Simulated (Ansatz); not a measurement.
**H₃OSi (SMILES O[SiH2]) (doublet): density, localisation and related maps**

```xyz
5

O     0.6203   -0.8744    0.7985
Si    1.1458   -0.0965   -0.5612
H     1.1935   -0.8526    1.5664
H     1.5499    1.3129   -0.2580
H    -0.0047   -0.1165   -1.5038
```

Geometry: PBE0-D4/def2-TZVP.

Computed with isolated molecule in a Gaussian basis; Kohn-Sham density functional theory, functional PBE0 in Ansatz.

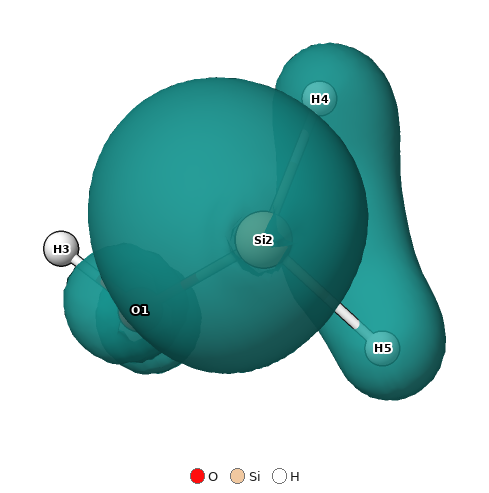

Figure 1. Isosurface of the spin density at +0.02 e/Å³ (teal), seen at a tilt.

Q: Describe the spin distribution.

A: The unpaired spin (1 electron) lies mostly on Si2 (about 0.8) and O1 (about 0.1), in electrons by Hirshfeld's partition.

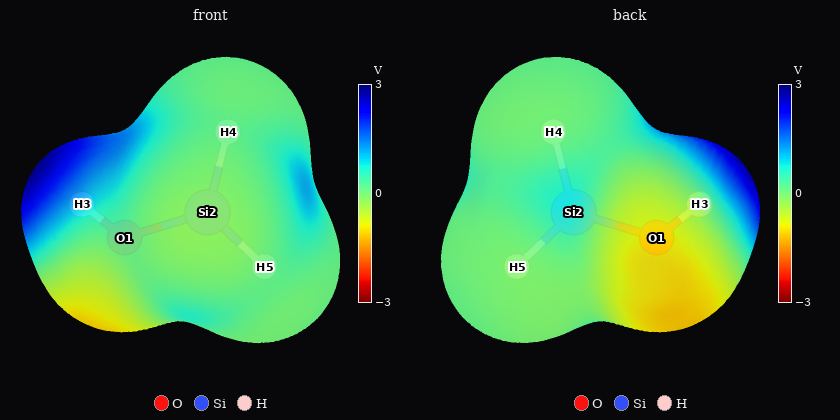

Figure 2. The electrostatic potential painted on the density surface at 0.002 e/bohr³, seen from the front and from behind; the colour scale runs from red (negative) to blue (positive).

Q: Where is the surface potential most negative and most positive?

A: The most negative region (about −1.2 V) lies over O1, the most positive (about +2.8 V) over H3. O1 is the likeliest acceptor of a hydrogen bond.

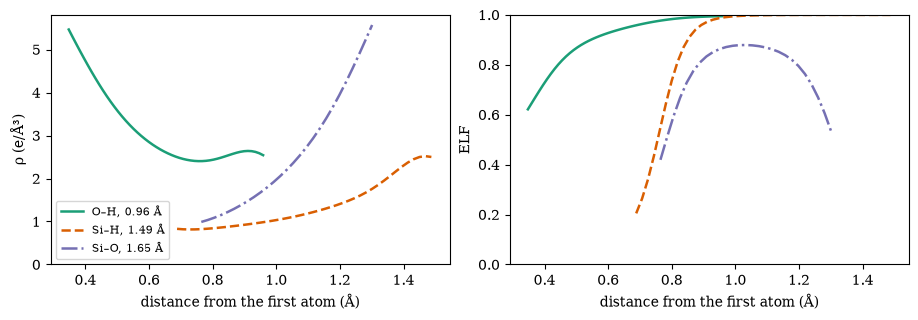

Figure 3. Electron density and electron localisation function along straight lines between neighbouring atoms. The curves leave out the atomic cores.

Q: What can be read from the curves?

A: O–H (0.96 Å): the density is about 3.8 e/Å³ at the midpoint; the ELF climbs to about 1 towards the hydrogen, as it does in any bond to H: an ordinary covalent bond to hydrogen.
Si–H (1.49 Å): ρ is about 0.82 e/Å³ halfway; the ELF climbs to about 1 towards the hydrogen.
Si–O (1.65 Å): ρ is about 1.2 e/Å³ halfway; the ELF peaks at about 0.90 between the atoms: a shared but strongly polarised pair.

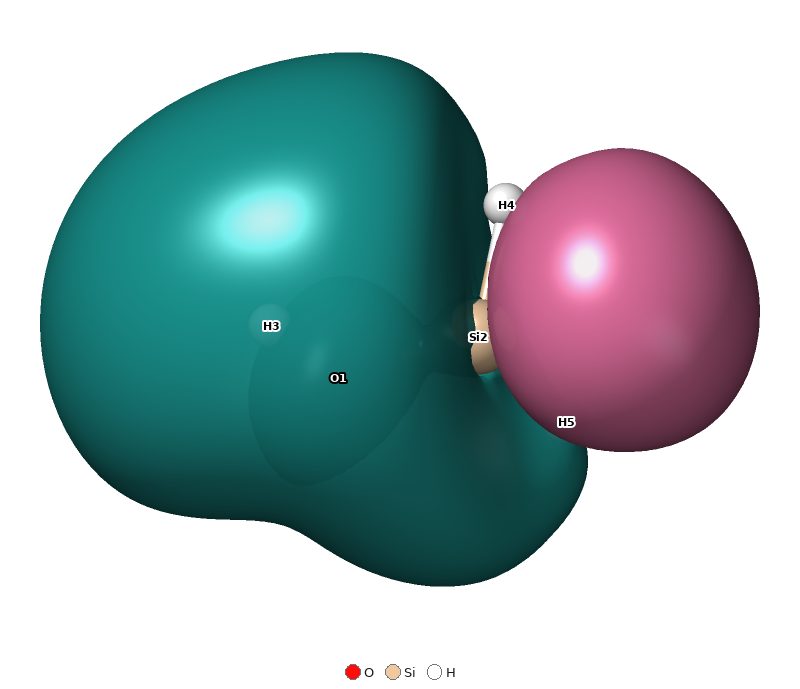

Figure 4. The LUMO (α) at ±0.05 Å⁻³ᐟ² (teal and pink are the two phases), seen across its widest extent.

Q: Describe this orbital and give its energy.

A: Its weight (Hirshfeld) is mainly on Si2 (about 50 %), H3 (about 30 %), O1 (about 10 %) and H4 (about 5 %). Its energy is −0.43 eV.
